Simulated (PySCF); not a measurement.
Run report: C$_{4}$H$_{6}$BFSi, NMR shielding calculation

The run: NMR shielding calculation of C$_{4}$H$_{6}$BFSi. Method and program: GIAO PBE0/pcSseg-1 NMR shielding, non-relativistic, gas phase (PySCF 2.14.0).

The geometry comes from this level: GFN2-xTB. It belongs to a series of runs on one base structure; here: C replaced by Si. Figures and captions count atoms from 1; the log counts them from 0 in places.

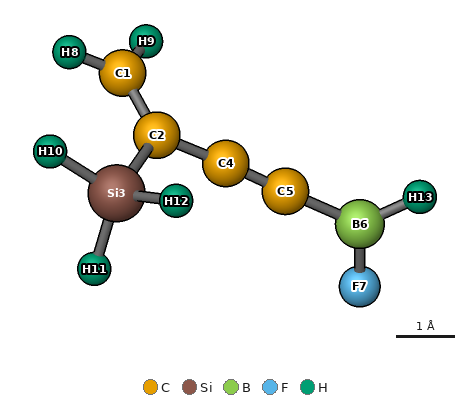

**Figure 1.** The structure (ball-and-stick view, seen at a tilt; atoms are numbered from 1 in the order of the input). Bond lengths as drawn: B–C 1.50 Å, B–F 1.32 Å, B–H 1.18 Å, C–C 1.22 to 1.40 Å, C–H 1.08 Å, C–Si 1.90 Å and H–Si 1.46 Å.

Summary:

| quantity | value |
| --- | --- |
| outcome | converged |
| total energy | −569.702448 hartree |
| HOMO | −7.46 eV |
| LUMO | −1.79 eV |
| dipole moment | 2.50 D |
| isotropic shielding, C | 39.5 to 76.4 ppm |
| isotropic shielding, Si | 411.0 ppm |
| isotropic shielding, B | 61.4 ppm |
| isotropic shielding, F | 184.7 ppm |
| isotropic shielding, H | 25.2 to 27.5 ppm |
| hardware | 1 CPU thread, shared host |
| wall time | 19 s |
| peak memory | 0.71 GiB |

Input:
```
{"job": {"kind": "nmr", "xc": "PBE0", "basis": "pcSseg-1"}, "charge": 0, "multiplicity": 1}
C     -1.109586     1.827779     0.264388
C     -0.735281     0.565138     0.050443
Si    -1.952091    -0.833303    -0.373343
C      0.608859     0.168362     0.106220
C      1.749084    -0.251902     0.138387
B      3.161830    -0.755047     0.205757
F      3.824127    -1.008230    -0.910084
H     -2.144848     2.119815     0.212649
H     -0.399309     2.608089     0.491638
H     -3.302376    -0.283591    -0.243634
H     -1.693627    -1.273341    -1.744968
H     -1.738532    -1.935282     0.565707
H      3.727362    -0.947999     1.219111
```

The first line tells a small driver script what to run in PySCF; the rest is the geometry in Å.

Launch command:
```bash
OMP_NUM_THREADS=1 python <driver script> task.json out
```

The program's output:
```
coarse grid: 11864 points
cycle   1  E = -569.6055865663  dE =  7.299e-01  |g| = 5.092e-01  |ddm| = 3.715e+00
cycle   2  E = -569.5725279438  dE =  3.306e-02  |g| = 7.034e-01  |ddm| = 8.826e-01
cycle   3  E = -569.6545308438  dE = -8.200e-02  |g| = 1.076e-01  |ddm| = 5.066e-01
cycle   4  E = -569.6565590857  dE = -2.028e-03  |g| = 5.685e-02  |ddm| = 1.328e-01
cycle   5  E = -569.6573099431  dE = -7.509e-04  |g| = 2.302e-02  |ddm| = 5.464e-02
cycle   6  E = -569.6574293810  dE = -1.194e-04  |g| = 1.881e-03  |ddm| = 1.948e-02
cycle   7  E = -569.6574303147  dE = -9.337e-07  |g| = 5.438e-04  |ddm| = 3.320e-03
final grid: 111808 points
cycle   8  E = -569.7024417260  dE = -3.721e-05  |g| = 4.789e-03  |ddm| = 6.368e-02
cycle   9  E = -569.7024408853  dE =  8.407e-07  |g| = 5.126e-03  |ddm| = 1.112e-02
cycle  10  E = -569.7024468277  dE = -5.942e-06  |g| = 1.798e-03  |ddm| = 5.702e-03
cycle  11  E = -569.7024476395  dE = -8.118e-07  |g| = 3.254e-04  |ddm| = 1.544e-03
cycle  12  E = -569.7024476621  dE = -2.260e-08  |g| = 9.541e-05  |ddm| = 2.759e-04
cycle  13  E = -569.7024476636  dE = -1.507e-09  |g| = 3.639e-05  |ddm| = 8.918e-05
cycle  14  E = -569.7024476639  dE = -2.799e-10  |g| = 6.249e-06  |ddm| = 4.166e-05
```

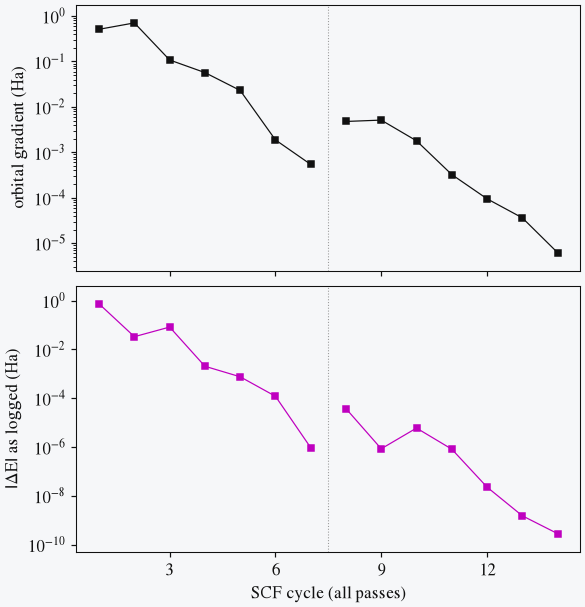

**Figure 2.** Convergence of the self-consistent field: orbital gradient and size of the energy change against the SCF cycle. The dotted line marks the change from a coarse to the final integration grid. The first 7 cycles use a coarse grid, the final grid takes over at cycle 8, and the field converges after 14 cycles in all.

```
converged SCF energy = -569.7024476639

GIAO shielding tensors (ppm)
atom      isotropic    diamagn.    paramagn.     s11        s22        s33       span
  0 C       39.460     251.555    -212.094    -85.776     45.460    158.697    244.473
  1 C       56.852     265.127    -208.275    -48.440     48.885    170.111    218.551
  2 Si     411.017     880.531    -469.514    371.791    402.716    458.545     86.754
  3 C       66.504     258.198    -191.694    -33.660     -7.161    240.333    273.993
  4 C       76.437     260.419    -183.982     13.276     15.920    200.114    186.838
  5 B       61.392     194.543    -133.151     21.096     66.642     96.439     75.343
  6 F      184.673     467.466    -282.793    -31.209     87.551    497.677    528.886
  7 H       25.420      29.948      -4.528     21.899     24.787     29.573      7.674
  8 H       25.169      30.693      -5.523     21.223     24.651     29.634      8.411
  9 H       27.546      29.005      -1.459     24.395     26.103     32.138      7.743
 10 H       27.306      28.768      -1.462     24.287     25.827     31.805      7.518
 11 H       27.367      28.794      -1.427     24.258     26.190     31.653      7.395
 12 H       26.648      29.157      -2.509     24.763     25.944     29.237      4.474
```

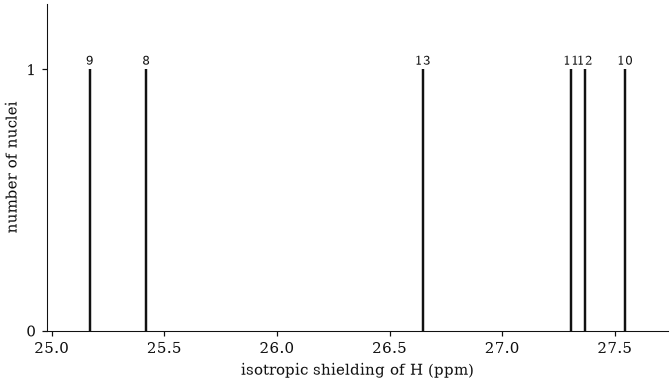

**Figure 3.** Isotropic shieldings of the hydrogen nuclei in this fixed geometry, labelled by atom number; shielding grows to the right, so chemical shift grows to the left. The least shielded is H9 (25.2 ppm), the most shielded H10 (27.5 ppm).

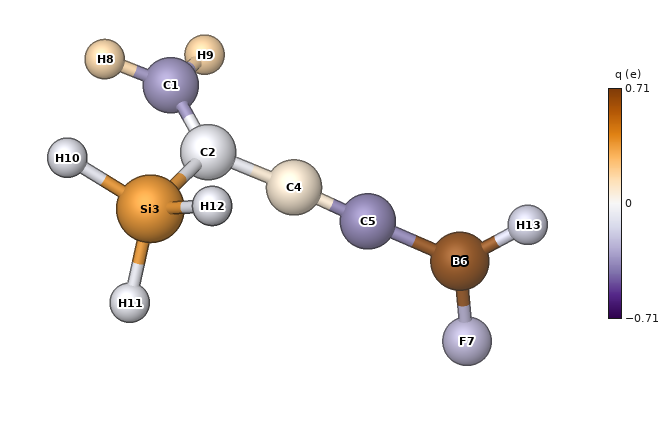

**Figure 4.** ESP-fitted charges, as the colour of each atom (ball-and-stick view, seen at a tilt; atoms are numbered from 1 in the order of the input). By element: C −0.40 to +0.09, Si +0.37, B +0.67, F −0.28 and H −0.17 to +0.20 e.
